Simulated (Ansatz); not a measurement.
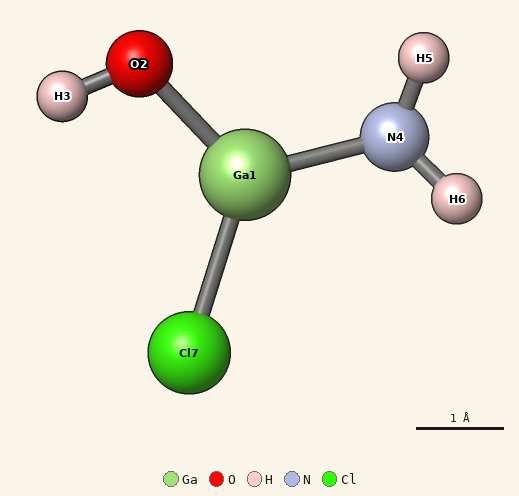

The structure as given in the input (ball-and-stick view, seen on its broad side; atoms are numbered from 1 in the order of the input). Sticks mark near contacts. Bond lengths as drawn: Cl–Ga 2.16 Å, Ga–N 1.81 Å, Ga–O 1.79 Å, H–N 1.02 Å and H–O 0.97 Å.

# Molecular dynamics, with input and output: GaNH$_{3}$ClO (part 1 of 3)

The run: molecular dynamics of GaNH$_{3}$ClO. Method and program: RKS PBE-D4/def2-SVP (Ansatz 0.2.0).

One setting was made poor on purpose. It belongs to a series of runs on one base structure; here: dynamics from the start. Figures and captions count atoms from 1; the log counts them from 0 in places.

The program's output:
```
Engine: ansatz 0.2.0, aarch64-unknown-linux-gnu
Functional definition: PBE
  parameter kappa = 0.804
  parameter beta = 0.06672455060314922
  exchange = pbe_x(kappa = kappa, mu = beta*pi^2/3)
  correlation = pbe_c(beta = beta)
1039 factors; their error is unknown
mean field evaluation 1: about -68444.2037 eV, gradient 9.0e1 eV
mean field evaluation 2: about -68357.7573 eV, gradient 2.0e2 eV
mean field evaluation 4: about -68457.7750 eV, gradient 2.4e1 eV
mean field evaluation 8: about -68459.0390 eV, gradient 1.8e-1 eV
mean field evaluation 16: about -68458.9934 eV, gradient 1.3e-4 eV
mean field -68458.99337413 eV, -2515.8216033270 hartree, gradient 4.0e-5 eV, S^2 0.000000; 0 other end points of the search recorded, 0 dependent functions left out
the calculation of the forces begins
reference -68458.99340995 eV, -2515.8216046432 hartree; 33, 33 occupied and 60, 60 virtual orbitals, 1039 factors
md step     0: t =     0.00 fs  T =   500.0 K  F+E_penalty+E_count = -68459.13617206 eV  E_kin = 0.323150 eV  conserved = -68458.81302207 eV  (27 SCF iters)
these checks for a lower state are left out or cut short: starts, cluster_reference, orbital_swaps, neighbouring_geometries, increment
1039 factors; their error is unknown
mean field -68458.99018752 eV, -2515.8214862211 hartree, gradient 1.4e-5 eV, S^2 0.000000; 0 other end points of the search recorded, 0 dependent functions left out
the calculation of the forces begins
reference -68458.99022333 eV, -2515.8214875370 hartree; 33, 33 occupied and 60, 60 virtual orbitals, 1039 factors
md step     1: t =     0.25 fs  T =   495.1 K  F+E_penalty+E_count = -68459.13297115 eV  E_kin = 0.319969 eV  conserved = -68458.81300776 eV  (30 SCF iters)
[... from here on the SCF iterations and repeated set-up lines of each step are left out, up to the last step ...]
md step     2: t =     0.50 fs  T =   481.2 K  F+E_penalty+E_count = -68459.12387920 eV  E_kin = 0.310991 eV  conserved = -68458.81295133 eV  (30 SCF iters)
md step     3: t =     0.75 fs  T =   459.9 K  F+E_penalty+E_count = -68459.10981757 eV  E_kin = 0.297246 eV  conserved = -68458.81285718 eV  (30 SCF iters)
md step     4: t =     1.00 fs  T =   433.8 K  F+E_penalty+E_count = -68459.09228958 eV  E_kin = 0.280374 eV  conserved = -68458.81273572 eV  (30 SCF iters)
md step     5: t =     1.25 fs  T =   406.0 K  F+E_penalty+E_count = -68459.07320883 eV  E_kin = 0.262428 eV  conserved = -68458.81260273 eV  (30 SCF iters)
md step     6: t =     1.50 fs  T =   380.0 K  F+E_penalty+E_count = -68459.05465078 eV  E_kin = 0.245592 eV  conserved = -68458.81247739 eV  (29 SCF iters)
md step     7: t =     1.75 fs  T =   358.8 K  F+E_penalty+E_count = -68459.03856083 eV  E_kin = 0.231893 eV  conserved = -68458.81237892 eV  (30 SCF iters)
md step     8: t =     2.00 fs  T =   344.9 K  F+E_penalty+E_count = -68459.02646762 eV  E_kin = 0.222927 eV  conserved = -68458.81232270 eV  (30 SCF iters)
md step     9: t =     2.25 fs  T =   339.9 K  F+E_penalty+E_count = -68459.01925520 eV  E_kin = 0.219657 eV  conserved = -68458.81231689 eV  (30 SCF iters)
md step    10: t =     2.50 fs  T =   344.0 K  F+E_penalty+E_count = -68459.01703883 eV  E_kin = 0.222308 eV  conserved = -68458.81236036 eV  (30 SCF iters)
md step    11: t =     2.75 fs  T =   356.4 K  F+E_penalty+E_count = -68459.01916938 eV  E_kin = 0.230361 eV  conserved = -68458.81244310 eV  (30 SCF iters)
md step    12: t =     3.00 fs  T =   375.5 K  F+E_penalty+E_count = -68459.02436209 eV  E_kin = 0.242663 eV  conserved = -68458.81254887 eV  (29 SCF iters)
md step    13: t =     3.25 fs  T =   398.6 K  F+E_penalty+E_count = -68459.03091863 eV  E_kin = 0.257602 eV  conserved = -68458.81265875 eV  (30 SCF iters)
md step    14: t =     3.50 fs  T =   422.9 K  F+E_penalty+E_count = -68459.03699508 eV  E_kin = 0.273341 eV  conserved = -68458.81275521 eV  (30 SCF iters)
md step    15: t =     3.75 fs  T =   445.7 K  F+E_penalty+E_count = -68459.04086400 eV  E_kin = 0.288062 eV  conserved = -68458.81282498 eV  (30 SCF iters)
md step    16: t =     4.00 fs  T =   464.5 K  F+E_penalty+E_count = -68459.04112864 eV  E_kin = 0.300183 eV  conserved = -68458.81286045 eV  (30 SCF iters)
md step    17: t =     4.25 fs  T =   477.4 K  F+E_penalty+E_count = -68459.03686509 eV  E_kin = 0.308533 eV  conserved = -68458.81285957 eV  (30 SCF iters)
md step    18: t =     4.50 fs  T =   483.5 K  F+E_penalty+E_count = -68459.02768690 eV  E_kin = 0.312460 eV  conserved = -68458.81282465 eV  (28 SCF iters)
md step    19: t =     4.75 fs  T =   482.5 K  F+E_penalty+E_count = -68459.01374254 eV  E_kin = 0.311872 eV  conserved = -68458.81276076 eV  (30 SCF iters)
md step    20: t =     5.00 fs  T =   475.3 K  F+E_penalty+E_count = -68458.99566401 eV  E_kin = 0.307218 eV  conserved = -68458.81267412 eV  (30 SCF iters)
md step    21: t =     5.25 fs  T =   463.3 K  F+E_penalty+E_count = -68458.97448725 eV  E_kin = 0.299425 eV  conserved = -68458.81257158 eV  (30 SCF iters)
md step    22: t =     5.50 fs  T =   448.4 K  F+E_penalty+E_count = -68458.95155862 eV  E_kin = 0.289811 eV  conserved = -68458.81245979 eV  (30 SCF iters)
md step    23: t =     5.75 fs  T =   433.2 K  F+E_penalty+E_count = -68458.92843711 eV  E_kin = 0.279979 eV  conserved = -68458.81234519 eV  (30 SCF iters)
md step    24: t =     6.00 fs  T =   420.4 K  F+E_penalty+E_count = -68458.90679372 eV  E_kin = 0.271709 eV  conserved = -68458.81223473 eV  (30 SCF iters)
md step    25: t =     6.25 fs  T =   412.9 K  F+E_penalty+E_count = -68458.88830354 eV  E_kin = 0.266856 eV  conserved = -68458.81213611 eV  (30 SCF iters)
md step    26: t =     6.50 fs  T =   413.5 K  F+E_penalty+E_count = -68458.87452549 eV  E_kin = 0.267219 eV  conserved = -68458.81205785 eV  (30 SCF iters)
md step    27: t =     6.75 fs  T =   424.6 K  F+E_penalty+E_count = -68458.86676631 eV  E_kin = 0.274412 eV  conserved = -68458.81200836 eV  (30 SCF iters)
md step    28: t =     7.00 fs  T =   448.2 K  F+E_penalty+E_count = -68458.86593367 eV  E_kin = 0.289691 eV  conserved = -68458.81199586 eV  (30 SCF iters)
md step    29: t =     7.25 fs  T =   485.5 K  F+E_penalty+E_count = -68458.87238657 eV  E_kin = 0.313754 eV  conserved = -68458.81202617 eV  (30 SCF iters)
md step    30: t =     7.50 fs  T =   536.2 K  F+E_penalty+E_count = -68458.88580624 eV  E_kin = 0.346514 eV  conserved = -68458.81210132 eV  (30 SCF iters)
md step    31: t =     7.75 fs  T =   598.6 K  F+E_penalty+E_count = -68458.90511428 eV  E_kin = 0.386885 eV  conserved = -68458.81221871 eV  (30 SCF iters)
md step    32: t =     8.00 fs  T =   669.4 K  F+E_penalty+E_count = -68458.92846733 eV  E_kin = 0.432617 eV  conserved = -68458.81236936 eV  (30 SCF iters)
md step    33: t =     8.25 fs  T =   743.1 K  F+E_penalty+E_count = -68458.95335947 eV  E_kin = 0.480283 eV  conserved = -68458.81253876 eV  (30 SCF iters)
md step    34: t =     8.50 fs  T =   813.1 K  F+E_penalty+E_count = -68458.97684734 eV  E_kin = 0.525493 eV  conserved = -68458.81270786 eV  (30 SCF iters)
md step    35: t =     8.75 fs  T =   871.7 K  F+E_penalty+E_count = -68458.99589581 eV  E_kin = 0.563386 eV  conserved = -68458.81285400 eV  (30 SCF iters)
md step    36: t =     9.00 fs  T =   912.0 K  F+E_penalty+E_count = -68459.00781691 eV  E_kin = 0.589404 eV  conserved = -68458.81295473 eV  (30 SCF iters)
md step    37: t =     9.25 fs  T =   928.7 K  F+E_penalty+E_count = -68459.01073524 eV  E_kin = 0.600187 eV  conserved = -68458.81299035 eV  (28 SCF iters)
md step    38: t =     9.50 fs  T =   919.6 K  F+E_penalty+E_count = -68459.00399061 eV  E_kin = 0.594366 eV  conserved = -68458.81294835 eV  (30 SCF iters)
md step    39: t =     9.75 fs  T =   886.6 K  F+E_penalty+E_count = -68458.98837128 eV  E_kin = 0.572980 eV  conserved = -68458.81282769 eV  (30 SCF iters)
md step    40: t =    10.00 fs  T =   834.5 K  F+E_penalty+E_count = -68458.96608983 eV  E_kin = 0.539341 eV  conserved = -68458.81264199 eV  (30 SCF iters)
md step    41: t =    10.25 fs  T =   771.1 K  F+E_penalty+E_count = -68458.94046477 eV  E_kin = 0.498370 eV  conserved = -68458.81241961 eV  (30 SCF iters)
md step    42: t =    10.50 fs  T =   704.9 K  F+E_penalty+E_count = -68458.91534951 eV  E_kin = 0.455573 eV  conserved = -68458.81219928 eV  (30 SCF iters)
md step    43: t =    10.75 fs  T =   643.6 K  F+E_penalty+E_count = -68458.89442875 eV  E_kin = 0.415983 eV  conserved = -68458.81202136 eV  (30 SCF iters)
md step    44: t =    11.00 fs  T =   593.1 K  F+E_penalty+E_count = -68458.88055104 eV  E_kin = 0.383309 eV  conserved = -68458.81191791 eV  (30 SCF iters)
md step    45: t =    11.25 fs  T =   556.2 K  F+E_penalty+E_count = -68458.87525856 eV  E_kin = 0.359484 eV  conserved = -68458.81190411 eV  (30 SCF iters)
md step    46: t =    11.50 fs  T =   533.2 K  F+E_penalty+E_count = -68458.87861836 eV  E_kin = 0.344621 eV  conserved = -68458.81197565 eV  (30 SCF iters)
md step    47: t =    11.75 fs  T =   521.9 K  F+E_penalty+E_count = -68458.88936556 eV  E_kin = 0.337321 eV  conserved = -68458.81211182 eV  (30 SCF iters)
md step    48: t =    12.00 fs  T =   518.6 K  F+E_penalty+E_count = -68458.90528532 eV  E_kin = 0.335190 eV  conserved = -68458.81228314 eV  (30 SCF iters)
md step    49: t =    12.25 fs  T =   519.0 K  F+E_penalty+E_count = -68458.92370830 eV  E_kin = 0.335428 eV  conserved = -68458.81245944 eV  (30 SCF iters)
md step    50: t =    12.50 fs  T =   518.9 K  F+E_penalty+E_count = -68458.94199229 eV  E_kin = 0.335364 eV  conserved = -68458.81261660 eV  (30 SCF iters)
md step    51: t =    12.75 fs  T =   515.0 K  F+E_penalty+E_count = -68458.95789488 eV  E_kin = 0.332852 eV  conserved = -68458.81273957 eV  (30 SCF iters)
md step    52: t =    13.00 fs  T =   505.2 K  F+E_penalty+E_count = -68458.96979410 eV  E_kin = 0.326491 eV  conserved = -68458.81282238 eV  (30 SCF iters)
md step    53: t =    13.25 fs  T =   488.4 K  F+E_penalty+E_count = -68458.97676073 eV  E_kin = 0.315674 eV  conserved = -68458.81286598 eV  (30 SCF iters)
md step    54: t =    13.50 fs  T =   465.0 K  F+E_penalty+E_count = -68458.97851677 eV  E_kin = 0.300506 eV  conserved = -68458.81287551 eV  (30 SCF iters)
md step    55: t =    13.75 fs  T =   435.8 K  F+E_penalty+E_count = -68458.97532649 eV  E_kin = 0.281645 eV  conserved = -68458.81285774 eV  (30 SCF iters)
md step    56: t =    14.00 fs  T =   402.5 K  F+E_penalty+E_count = -68458.96786202 eV  E_kin = 0.260106 eV  conserved = -68458.81281921 eV  (28 SCF iters)
md step    57: t =    14.25 fs  T =   366.8 K  F+E_penalty+E_count = -68458.95707460 eV  E_kin = 0.237094 eV  conserved = -68458.81276592 eV  (30 SCF iters)
md step    58: t =    14.50 fs  T =   330.9 K  F+E_penalty+E_count = -68458.94408513 eV  E_kin = 0.213865 eV  conserved = -68458.81270251 eV  (30 SCF iters)
md step    59: t =    14.75 fs  T =   296.5 K  F+E_penalty+E_count = -68458.93009959 eV  E_kin = 0.191632 eV  conserved = -68458.81263312 eV  (30 SCF iters)
md step    60: t =    15.00 fs  T =   265.4 K  F+E_penalty+E_count = -68458.91634196 eV  E_kin = 0.171520 eV  conserved = -68458.81256202 eV  (30 SCF iters)
md step    61: t =    15.25 fs  T =   239.1 K  F+E_penalty+E_count = -68458.90399534 eV  E_kin = 0.154531 eV  conserved = -68458.81249385 eV  (30 SCF iters)
md step    62: t =    15.50 fs  T =   219.0 K  F+E_penalty+E_count = -68458.89414233 eV  E_kin = 0.141529 eV  conserved = -68458.81243431 eV  (30 SCF iters)
md step    63: t =    15.75 fs  T =   206.1 K  F+E_penalty+E_count = -68458.88769679 eV  E_kin = 0.133222 eV  conserved = -68458.81238982 eV  (30 SCF iters)
md step    64: t =    16.00 fs  T =   201.3 K  F+E_penalty+E_count = -68458.88532622 eV  E_kin = 0.130122 eV  conserved = -68458.81236693 eV  (30 SCF iters)
md step    65: t =    16.25 fs  T =   205.0 K  F+E_penalty+E_count = -68458.88736938 eV  E_kin = 0.132501 eV  conserved = -68458.81237131 eV  (30 SCF iters)
md step    66: t =    16.50 fs  T =   217.1 K  F+E_penalty+E_count = -68458.89375999 eV  E_kin = 0.140329 eV  conserved = -68458.81240647 eV  (30 SCF iters)
md step    67: t =    16.75 fs  T =   237.1 K  F+E_penalty+E_count = -68458.90397229 eV  E_kin = 0.153210 eV  conserved = -68458.81247252 eV  (30 SCF iters)
md step    68: t =    17.00 fs  T =   263.6 K  F+E_penalty+E_count = -68458.91700615 eV  E_kin = 0.170345 eV  conserved = -68458.81256514 eV  (30 SCF iters)
md step    69: t =    17.25 fs  T =   294.8 K  F+E_penalty+E_count = -68458.93142836 eV  E_kin = 0.190514 eV  conserved = -68458.81267536 eV  (30 SCF iters)
md step    70: t =    17.50 fs  T =   328.2 K  F+E_penalty+E_count = -68458.94548124 eV  E_kin = 0.212131 eV  conserved = -68458.81278978 eV  (30 SCF iters)
md step    71: t =    17.75 fs  T =   361.1 K  F+E_penalty+E_count = -68458.95726095 eV  E_kin = 0.233365 eV  conserved = -68458.81289163 eV  (30 SCF iters)
md step    72: t =    18.00 fs  T =   390.4 K  F+E_penalty+E_count = -68458.96495699 eV  E_kin = 0.252345 eV  conserved = -68458.81296314 eV  (30 SCF iters)
md step    73: t =    18.25 fs  T =   413.8 K  F+E_penalty+E_count = -68458.96712736 eV  E_kin = 0.267439 eV  conserved = -68458.81298802 eV  (30 SCF iters)
md step    74: t =    18.50 fs  T =   429.4 K  F+E_penalty+E_count = -68458.96297152 eV  E_kin = 0.277554 eV  conserved = -68458.81295426 eV  (30 SCF iters)
md step    75: t =    18.75 fs  T =   437.0 K  F+E_penalty+E_count = -68458.95255075 eV  E_kin = 0.282414 eV  conserved = -68458.81285789 eV  (28 SCF iters)
md step    76: t =    19.00 fs  T =   437.5 K  F+E_penalty+E_count = -68458.93689794 eV  E_kin = 0.282743 eV  conserved = -68458.81270516 eV  (30 SCF iters)
md step    77: t =    19.25 fs  T =   433.6 K  F+E_penalty+E_count = -68458.91796944 eV  E_kin = 0.280267 eV  conserved = -68458.81251400 eV  (30 SCF iters)
md step    78: t =    19.50 fs  T =   429.4 K  F+E_penalty+E_count = -68458.89841248 eV  E_kin = 0.277537 eV  conserved = -68458.81231256 eV  (30 SCF iters)
md step    79: t =    19.75 fs  T =   429.4 K  F+E_penalty+E_count = -68458.88116333 eV  E_kin = 0.277549 eV  conserved = -68458.81213470 eV  (30 SCF iters)
md step    80: t =    20.00 fs  T =   438.3 K  F+E_penalty+E_count = -68458.86893821 eV  E_kin = 0.283245 eV  conserved = -68458.81201258 eV  (30 SCF iters)
md step    81: t =    20.25 fs  T =   459.5 K  F+E_penalty+E_count = -68458.86372071 eV  E_kin = 0.296970 eV  conserved = -68458.81196862 eV  (30 SCF iters)
md step    82: t =    20.50 fs  T =   495.1 K  F+E_penalty+E_count = -68458.86636455 eV  E_kin = 0.319998 eV  conserved = -68458.81200900 eV  (29 SCF iters)
md step    83: t =    20.75 fs  T =   545.0 K  F+E_penalty+E_count = -68458.87641260 eV  E_kin = 0.352212 eV  conserved = -68458.81212179 eV  (30 SCF iters)
md step    84: t =    21.00 fs  T =   606.5 K  F+E_penalty+E_count = -68458.89217984 eV  E_kin = 0.392003 eV  conserved = -68458.81228036 eV  (29 SCF iters)
md step    85: t =    21.25 fs  T =   675.2 K  F+E_penalty+E_count = -68458.91107921 eV  E_kin = 0.436412 eV  conserved = -68458.81245077 eV  (30 SCF iters)
md step    86: t =    21.50 fs  T =   745.0 K  F+E_penalty+E_count = -68458.93010730 eV  E_kin = 0.481512 eV  conserved = -68458.81260072 eV  (30 SCF iters)
md step    87: t =    21.75 fs  T =   809.2 K  F+E_penalty+E_count = -68458.94637215 eV  E_kin = 0.522961 eV  conserved = -68458.81270669 eV  (30 SCF iters)
md step    88: t =    22.00 fs  T =   861.3 K  F+E_penalty+E_count = -68458.95754681 eV  E_kin = 0.556662 eV  conserved = -68458.81275730 eV  (30 SCF iters)
md step    89: t =    22.25 fs  T =   896.5 K  F+E_penalty+E_count = -68458.96216592 eV  E_kin = 0.579382 eV  conserved = -68458.81275327 eV  (30 SCF iters)
md step    90: t =    22.50 fs  T =   911.7 K  F+E_penalty+E_count = -68458.95973093 eV  E_kin = 0.589222 eV  conserved = -68458.81270405 eV  (30 SCF iters)
md step    91: t =    22.75 fs  T =   906.4 K  F+E_penalty+E_count = -68458.95064055 eV  E_kin = 0.585832 eV  conserved = -68458.81262338 eV  (30 SCF iters)
md step    92: t =    23.00 fs  T =   882.5 K  F+E_penalty+E_count = -68458.93599829 eV  E_kin = 0.570328 eV  conserved = -68458.81252591 eV  (30 SCF iters)
md step    93: t =    23.25 fs  T =   843.2 K  F+E_penalty+E_count = -68458.91736129 eV  E_kin = 0.544972 eV  conserved = -68458.81242383 eV  (30 SCF iters)
md step    94: t =    23.50 fs  T =   793.3 K  F+E_penalty+E_count = -68458.89649179 eV  E_kin = 0.512708 eV  conserved = -68458.81232604 eV  (28 SCF iters)
md step    95: t =    23.75 fs  T =   737.6 K  F+E_penalty+E_count = -68458.87515066 eV  E_kin = 0.476681 eV  conserved = -68458.81223813 eV  (29 SCF iters)
md step    96: t =    24.00 fs  T =   680.6 K  F+E_penalty+E_count = -68458.85495027 eV  E_kin = 0.439845 eV  conserved = -68458.81216318 eV  (30 SCF iters)
md step    97: t =    24.25 fs  T =   626.2 K  F+E_penalty+E_count = -68458.83726395 eV  E_kin = 0.404697 eV  conserved = -68458.81210282 eV  (30 SCF iters)
md step    98: t =    24.50 fs  T =   577.4 K  F+E_penalty+E_count = -68458.82317752 eV  E_kin = 0.373143 eV  conserved = -68458.81205847 eV  (30 SCF iters)
md step    99: t =    24.75 fs  T =   536.1 K  F+E_penalty+E_count = -68458.81346328 eV  E_kin = 0.346471 eV  conserved = -68458.81203184 eV  (30 SCF iters)
md step   100: t =    25.00 fs  T =   503.4 K  F+E_penalty+E_count = -68458.80856144 eV  E_kin = 0.325369 eV  conserved = -68458.81202560 eV  (31 SCF iters)
md step   101: t =    25.25 fs  T =   479.6 K  F+E_penalty+E_count = -68458.80855892 eV  E_kin = 0.309982 eV  conserved = -68458.81204277 eV  (31 SCF iters)
```
